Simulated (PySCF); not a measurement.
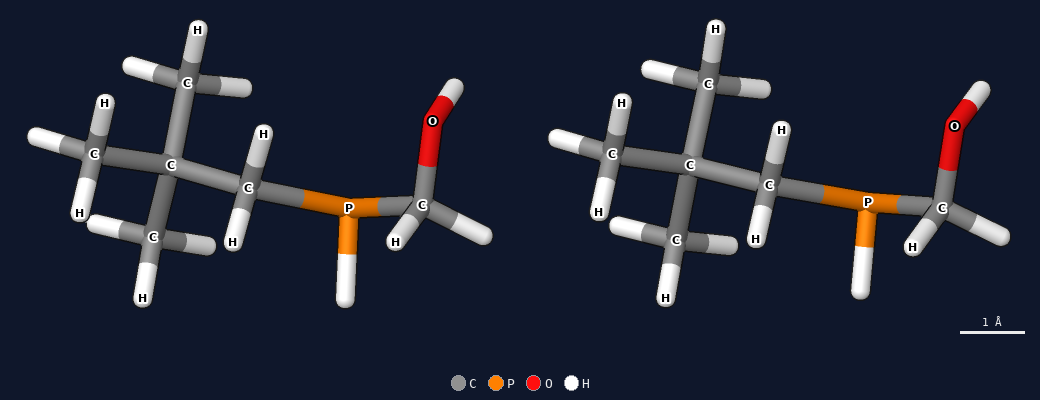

Two geometries of C6H15OP, drawn at one scale. One is the start of a relaxation, the other its converged end. The picture is a stick view, seen at a tilt.

The calculation used PBE0-D3(BJ)/def2-SVP geometry optimisation, gas phase in PySCF. 

### Which one is relaxed?

The left one is the relaxed one. The start comes from GFN2-xTB. Its atoms were then displaced at random by about 0.01 Å. The largest move after the best rigid fit is that of an H atom, 0.16 Å. Largest moves by element: H 0.16 Å, P 0.10 Å, O 0.09 Å, C 0.08 Å. Near-neighbour distances that change, for instance: C–H 1.063 → 1.102 Å, H–P 1.394 → 1.430 Å, C–H 1.083 → 1.108 Å, C–H 1.119 → 1.101 Å. Bond angles that change, for instance: C–P–H 96.1° → 99.9°, H–C–H 111.4° → 107.9°, C–P–H 93.8° → 96.6°. Over 5 geometry steps the energy falls by 19.1 kJ/mol.
